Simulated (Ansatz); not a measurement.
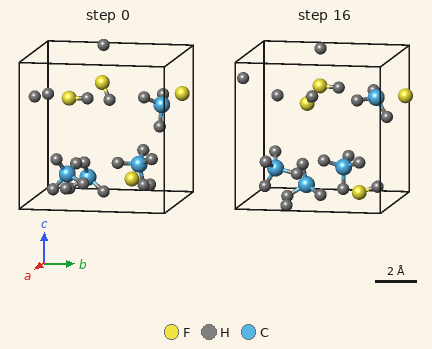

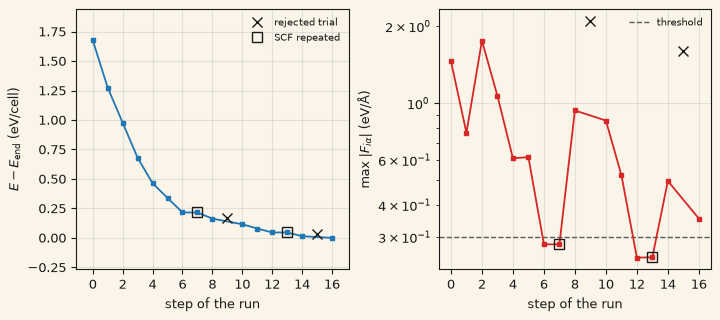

First and last geometry of a relaxation of an amorphous cell of composition H5CF, with the history of the run. A ball-and-stick model of the cell of the calculation, seen slightly off an axis.

The cell holds 4 HF + 4 CH4. The run prepares the start of a later molecular dynamics calculation, from a guessed geometry.

All numbers below come from Ansatz 0.2.0, DFT PBE, scalar-relativistic, plane waves, PAW. (plane-wave cutoff 420 eV; k-point mesh 1 × 1 × 1; occupations fermi dirac; smearing width 0.02 eV; no spin polarisation; atoms relaxed in a fixed cell; force threshold 0.3 eV/Å; at most 15 steps)

### What do the curves and the structures tell?

The relaxation stopped without meeting its thresholds, so the last structure isn't shown to be converged. It used up its limit of 15 steps. An F atom moves most: 1.37 Å along [−2 2 −1]. By element the largest moves are F 1.37 Å, H 1.11 Å, C 0.75 Å. The lattice vectors keep their values. Among the contacts that change: F–H 0.934 → 0.964 Å, F–H 0.934 → 0.942 Å, C–H 1.090 → 1.095 Å. Among the angles between lasting bonds that change: H–C–H 109.5° → 114.2°, H–C–H 109.5° → 107.3°. The energy falls by 1.676 eV per cell of the calculation in 12 accepted moves (16 points after the start). The largest force component goes from 1.5 to 0.35 eV/Å. The line search rejected the trial steps at points 9, 15 of the run. 2 steps only repeated the SCF at the same geometry. The forces were under the threshold at step 6, but the run went on from there. Cost: 30 s on 1 thread of Intel(R) Xeon(R) Platinum 8375C CPU @ 2.90GHz (Ice Lake), on a shared host, peak memory 0.43 GiB.

```csv
step,"E − E(0), meV/atom","largest force component, eV/Å",note
0,0.00,1.4641,
1,-14.35,0.7677,
2,-24.96,1.7576,
3,-35.60,1.0718,
4,-43.29,0.6104,
5,-47.75,0.6167,
6,-52.15,0.2817,
7,-52.15,0.2812,"same geometry, SCF repeated"
8,-54.02,0.9389,
9,-53.76,2.1069,rejected
10,-55.72,0.8572,
11,-57.01,0.5255,
12,-58.20,0.2498,
13,-58.20,0.2505,"same geometry, SCF repeated"
14,-59.33,0.4978,
15,-58.69,1.6043,rejected
16,-59.84,0.3549,
```

Limits of the set-up: the program's low-accuracy preset was used; the periodic images lie only 7.3 Å apart, so the values are limited by the cell's size.
